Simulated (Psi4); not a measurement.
# N2H (dinitrogen monohydride) at UB3LYP/6-31G(d) (Cartesian functions)

What is the energy change on altering one bond length of N2H (dinitrogen monohydride) at UB3LYP/6-31G* (Cartesian functions)? 

The calculation is run with Psi4 1.11.

6 further runs of the same task are left out: 6 that didn't finish.

## (1) The system as given

N2H has 3 atoms, charge 0, and is taken as a doublet. As SMILES, `[N]=N`. Geometry: relaxed at PBE0-D4/def2-TZVP.

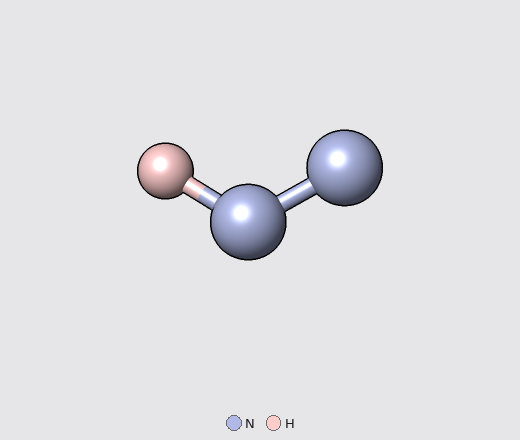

Viewed from a chosen angle; nitrogen light blue, hydrogen pink.

## (2) Energy and forces at UB3LYP/6-31G(d) (Cartesian functions)

hn2.py reads:

```python
import psi4

psi4.set_memory('2200 MB')
psi4.set_num_threads(1)
psi4.core.set_output_file('output.dat', False)

geom = psi4.geometry("""
0 2
N      1.34270710    -1.14653463     0.61639087
N     -0.50769382    -0.41141227    -0.32144241
H     -0.83501328     1.55794691    -0.29494845
units au
symmetry c1
no_reorient
no_com
""")

options = {'basis': '6-31G*', 'reference': 'uks', 'puream': False, 'e_convergence': 1e-09, 'd_convergence': 1e-08, 'scf_type': 'pk', 'dft_radial_points': 99, 'dft_spherical_points': 590, 'maxiter': 100}
psi4.set_options(options)

e, wfn = psi4.gradient('B3LYP', return_wfn=True)
psi4.oeprop(wfn, 'MULLIKEN_CHARGES', 'WIBERG_LOWDIN_INDICES', 'QUADRUPOLE')
print('gradient / Eh bohr^-1')
print(e.np.round(6))
print(f'energy = {wfn.energy():.10f} Eh')
for k, v in sorted(psi4.core.scalar_variables().items()):
    print(f'{k:45s} {v:18.10f}')
```

On the command line:

```bash
$ python hn2.py
```

output.dat:

```text
[...]
  Running in c1 symmetry.
[...]
  Nuclear repulsion =   27.719687070139450
[...]
  Multiplicity = 2
[...]
  Nalpha       = 8
  Nbeta        = 7
[...]
    Number of basis functions: 32
[...]
   @UKS iter   1:  -109.95957976812436   -3.27996e-01   1.14154e-02 ADIIS/DIIS
[...]
   @UKS iter  12:  -110.02911260275056   -1.32161e-12   9.04834e-09 DIIS
[...]
   @S^2 Observed:                7.544177382E-01
[...]
    Orbital Energies [Eh]
    ---------------------
    Alpha Occupied:
       1A    -14.423633     2A    -14.410735     3A     -1.082352
       4A     -0.677991     5A     -0.489026     6A     -0.430858
       7A     -0.422272     8A     -0.210850
    Alpha Virtual:
       9A     -0.041383    10A      0.076416    11A      0.384207
      12A      0.608534    13A      0.624673    14A      0.629176
      15A      0.673187    16A      0.732080    17A      0.749660
      18A      0.794827    19A      0.902655    20A      1.209093
      21A      1.464037    22A      1.489388    23A      1.511054
      24A      1.687464    25A      1.893061    26A      2.149176
[...]
  @UKS Final Energy:  -110.02911260275056
   => Energetics <=
    Nuclear Repulsion Energy =             27.7196870701394502
    One-Electron Energy =                -203.3807090736655709
    Two-Electron Energy =                  77.0182670641661389
    DFT Exchange-Correlation Energy =     -11.3863576633905765
    Empirical Dispersion Energy =           0.0000000000000000
    VV10 Nonlocal Energy =                  0.0000000000000000
    Total Energy =                       -110.0291126027505584
[...]
  -Total Gradient:
     Atom            X                  Y                   Z
    ------   -----------------  -----------------  -----------------
       1       -0.025606852233     0.010689727010    -0.012924199967
       2        0.024229386359    -0.005321521169     0.012730323791
       3        0.001377456148    -0.005368356922     0.000193855040
[...]
 Multipole Moments:
 ------------------------------------------------------------------------------------
     Multipole            Electronic (a.u.)      Nuclear  (a.u.)        Total (a.u.)
 ------------------------------------------------------------------------------------
 L = 1.  Multiply by 2.5417464519 to convert [e a0] to [Debye]
 Dipole X            :         -5.2927471            5.0100797           -0.2826674
 Dipole Y            :         10.0341888           -9.3476814            0.6865074
 Dipole Z            :         -1.8528934            1.7696908           -0.0832026
 Magnitude           :                                                    0.7470716
 L = 2.  Multiply by 1.3450342976 to convert [e a0^2] to [Debye ang]
 Quadrupole XX       :        -24.3695614           15.1215548           -9.2480067
 Quadrupole XY       :         10.5475603          -10.6150274           -0.0674671
[...]
  Mulliken Charges: (a.u.)
   Center  Symbol    Alpha    Beta     Spin     Total
       1     N     3.90427  3.18600  0.71827 -0.09028
       2     N     3.66607  3.55530  0.11077 -0.22137
       3     H     0.42966  0.25870  0.17096  0.31164
   Total alpha =  8.00000, Total beta =  7.00000, Total charge = -0.00000
  Wiberg Bond Indices using Orthogonal Lowdin Orbitals:
  Total Bond Index:
  Irrep: 1 Size: 3 x 3
[...]
```

On the terminal:

```text
gradient / Eh bohr^-1
[[-0.025607  0.01069  -0.012924]
 [ 0.024229 -0.005322  0.01273 ]
 [ 0.001377 -0.005368  0.000194]]
energy = -110.0291126028 Eh
CURRENT ENERGY                                   -110.0291126028
CURRENT REFERENCE ENERGY                         -110.0291126028
DD SOLVATION ENERGY                                 0.0000000000
DFT FUNCTIONAL TOTAL ENERGY                      -110.0291126028
DFT TOTAL ENERGY                                 -110.0291126028
DFT VV10 ENERGY                                     0.0000000000
DFT XC ENERGY                                     -11.3863576634
GRID ELECTRONS ALPHA                                8.0000000059
GRID ELECTRONS BETA                                 7.0000000026
GRID ELECTRONS TOTAL                               15.0000000085
NUCLEAR REPULSION ENERGY                           27.7196870701
ONE-ELECTRON ENERGY                              -203.3807090737
PCM POLARIZATION ENERGY                             0.0000000000
PE ENERGY                                           0.0000000000
SCF ITERATION ENERGY                             -110.0291126028
SCF ITERATIONS                                     12.0000000000
SCF TOTAL ENERGY                                 -110.0291126028
TWO-ELECTRON ENERGY                                77.0182670642
XC GRID RADIAL POINTS                              99.0000000000
XC GRID SPHERICAL POINTS                          590.0000000000
XC GRID TOTAL POINTS                           166666.0000000000
```

It took 17 s on 1 thread of Intel Xeon at 2.50GHz (Skylake/Cascade Lake), shared host; peak memory 0.37 GiB.

## (3) The distorted shape at the same level

hn2.py reads:

```python
import psi4

psi4.set_memory('2200 MB')
psi4.set_num_threads(1)
psi4.core.set_output_file('hn2.out', False)

mol = psi4.geometry("""
0 2
N      3.56326002    -2.02870981     1.74182671
N     -0.50769382    -0.41141227    -0.32144241
H     -0.83501328     1.55794691    -0.29494845
units au
symmetry c1
""")

options = {'reference': 'uks', 'puream': False, 'e_convergence': 1e-09, 'd_convergence': 1e-08, 'scf_type': 'pk', 'dft_radial_points': 99, 'dft_spherical_points': 590, 'maxiter': 100}
psi4.set_options(options)

result, w = psi4.gradient("b3lyp/6-31G*", return_wfn=True)
psi4.oeprop(w, "QUADRUPOLE", "DIPOLE", "LOWDIN_CHARGES", title="B3LYP")
print('gradient / Eh bohr^-1')
print(result.np.round(6))
print(f'energy = {w.energy():.10f} Eh')
```

On the command line:

```bash
$ python hn2.py
```

hn2.out (excerpt; [...] marks lines left out):

```text
[...]
  Running in c1 symmetry.
[...]
  Nuclear repulsion =   14.786657070088829
[...]
  Multiplicity = 2
[...]
  Nalpha       = 8
  Nbeta        = 7
[...]
    Number of basis functions: 32
[...]
   @UKS iter   1:  -108.70469353780682    6.26527e-02   3.82134e-02 ADIIS/DIIS
[...]
   @UKS iter  16:  -109.80868668741462   -7.10543e-13   5.27323e-09 DIIS
[...]
   @S^2 Observed:                2.636306324E+00
[...]
  @UKS Final Energy:  -109.80868668741462
   => Energetics <=
    Nuclear Repulsion Energy =             14.7866570700888289
    One-Electron Energy =                -178.0586204602241196
    Two-Electron Energy =                  64.7248175547836695
    DFT Exchange-Correlation Energy =     -11.2615408520630123
    Empirical Dispersion Energy =           0.0000000000000000
    VV10 Nonlocal Energy =                  0.0000000000000000
    Total Energy =                       -109.8086866874146210
[...]
  -Total Gradient:
     Atom            X                  Y                   Z
    ------   -----------------  -----------------  -----------------
       1        0.005042972542    -0.003748409912     0.000000000000
       2        0.000187107676    -0.001481727278     0.000000000000
       3       -0.005230156083     0.005230451128     0.000000000000
[...]
 Multipole Moments:
 ------------------------------------------------------------------------------------
     Multipole            Electronic (a.u.)      Nuclear  (a.u.)        Total (a.u.)
 ------------------------------------------------------------------------------------
 L = 1.  Multiply by 2.5417464519 to convert [e a0] to [Debye]
 Dipole X            :          1.1125421           -1.2237652           -0.1112231
 Dipole Y            :         -0.7201332            1.3361450            0.6160118
 Dipole Z            :          0.0000000            0.0000000            0.0000000
 Magnitude           :                                                    0.6259721
 L = 2.  Multiply by 1.3450342976 to convert [e a0^2] to [Debye ang]
 Quadrupole XX       :        -87.3775080           79.0199328           -8.3575752
 Quadrupole XY       :         31.1513369          -32.6907345           -1.5393977
[...]
```

On the terminal:

```text
gradient / Eh bohr^-1
[[ 0.005043 -0.003748  0.      ]
 [ 0.000187 -0.001482  0.      ]
 [-0.00523   0.00523   0.      ]]
energy = -109.8086866874 Eh
```

It took 20 s on 1 thread of Intel Xeon at 2.50GHz (Skylake/Cascade Lake), shared host; peak memory 0.36 GiB.

## (4) Outcome

Level: UB3LYP/6-31G* (Cartesian functions).

| quantity | value |
| --- | --- |
| first shape: total energy | -110.02911 Eh |
| first shape: dipole moment | 1.90 D |
| first shape: HOMO energy (highest over α and β) | -5.74 eV |
| first shape: LUMO energy (lowest over α and β) | -1.67 eV |
| first shape: ⟨S²⟩ | 0.754 |
| first shape: largest force on an atom | 1.574 eV/Å |
| distorted shape: total energy | -109.80869 Eh |
| distorted shape: dipole moment | 1.59 D |
| distorted shape: HOMO energy (highest over α and β) | -8.73 eV |
| distorted shape: LUMO energy (lowest over α and β) | -2.69 eV |
| distorted shape: ⟨S²⟩ | 2.636 |
| distorted shape: largest force on an atom | 0.380 eV/Å |
| energy change with the N1–N2 bond stretched from 1.165 to 2.562 Å | 5.998 eV |

**Reading.** With the N1–N2 bond stretched from 1.165 to 2.562 Å the energy rises by 6.00 eV (138 kcal/mol). The first shape isn't relaxed at this level, so the change isn't measured from a minimum. The largest force (first shape) is 1.57 eV/Å: the shape isn't a stationary point for this species at this level. Mulliken charges (first shape) run from -0.22 on N2 to +0.31 on H3; they depend strongly on the basis. ⟨S²⟩ (distorted shape) is 2.64 where a pure doublet has 0.75: the reference is spin-contaminated.
